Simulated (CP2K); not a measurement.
Consider propiolic acid at its PBE geometry (Å).

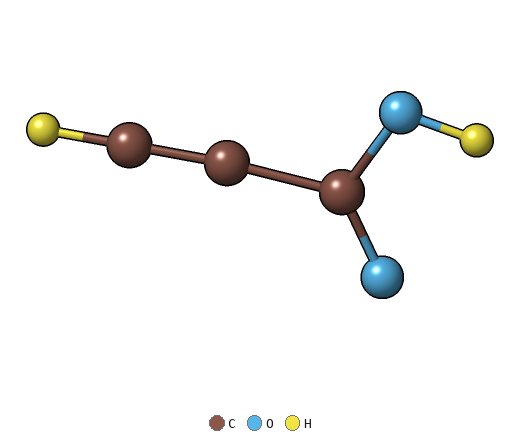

The molecule (carbon brown, oxygen blue, hydrogen yellow).

```xyz
7

C     1.8594    0.1388    0.5195
C     0.7160    0.0559    0.1274
C    -0.6087   -0.0321   -0.4398
O    -1.5690   -0.1692    0.5259
O    -0.8482    0.0102   -1.6368
H     2.8698    0.2140    0.8649
H    -2.4194   -0.2176    0.0390
```

Method: CP2K XAS_TDP, all-electron GAPW, PBEh(45%), aug-cc-pVDZ, TDA, GW2X-corrected core level, no relativity.

Where do the C K-edge lines lie, and how strong are they?

Leading lines: C1 287.24 eV, C2 287.37 eV and C3 290.36 eV. The leading line of an atom is its first one with 35 % of the strongest within 2.5 eV of its lowest line over the strength cut. Core ionisation energies at this level: C2 293.08, C3 297.62 and C1 293.35 eV.

The first six lines of each atom with a strength over 0.0015:

| atom | energy (eV) | states | strength, one atom | above the computed threshold |
| --- | --- | --- | --- | --- |
| C1 (bonded to C and H) | 287.24 | 1 | 0.0478 |  |
|  | 288.52 | 1 | 0.0480 |  |
|  | 291.26 | 1 | 0.0080 |  |
|  | 292.02 | 1 | 0.0029 |  |
|  | 292.66 | 1 | 0.0023 |  |
|  | 292.81 | 1 | 0.0032 |  |
| C2 (bonded to 2 C) | 287.37 | 1 | 0.0240 |  |
|  | 288.09 | 1 | 0.0511 |  |
|  | 291.43 | 1 | 0.0336 |  |
|  | 292.47 | 1 | 0.0044 |  |
|  | 293.68 | 1 | 0.0026 | yes |
|  | 294.11 | 1 | 0.0020 | yes |
| C3 (bonded to C and 2 O) | 290.36 | 1 | 0.0652 |  |
|  | 294.96 | 1 | 0.0086 |  |
|  | 296.44 | 1 | 0.0062 |  |
|  | 296.54 | 1 | 0.0185 |  |
|  | 297.23 | 1 | 0.0027 |  |
|  | 297.61 | 1 | 0.0021 |  |

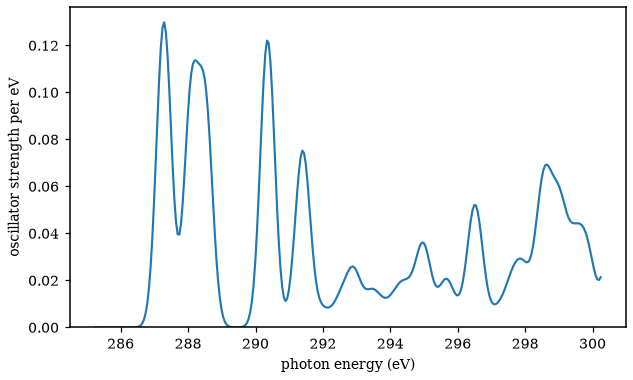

All atoms added, broadened by 0.5 eV.

Lines are vertical, at one geometry, with no vibrational structure. GW2X ionisation energies and lines can be off by 1 to 2 eV either way, and a good line position may hide errors that cancel. These values hold no scalar relativity, about 0.1 eV for C 1s. Rydberg lines, and the discretised continuum above threshold, depend on the basis and the box.

[Banner, clock and machine lines of the logs are left out without a mark of their own.]

[Logs are printed without paths, hosts, clocks, repeated set-up lines and the standing remarks that a program may print on its own settings, such as how far it seeks lower states.]

[Hosts, paths, dates, database ids (printed as entryN), source tags and the programs' standing remarks are cut or masked in the printed files.]
